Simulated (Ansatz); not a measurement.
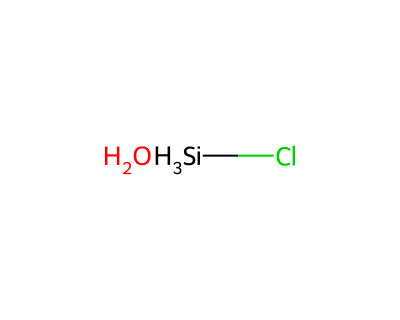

The drawing above gives the connectivity. Computed geometry: PBE0-D4/def2-TZVP optimisation.

Describe the 3D structure.

Formula ClH5OSi. SMILES: `O.[SiH3]Cl`. Judged by distances it falls into 2 fragments: H2O, ClH3Si. It has no ring. Among its groups: Si–H bond. The point group is C1. Coordination: 1 O bent; 1 Si tetrahedral.

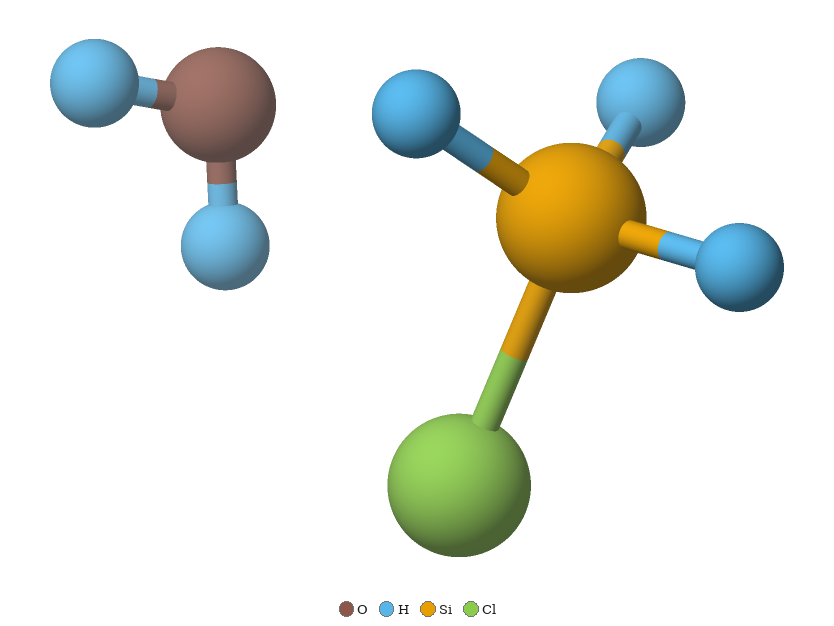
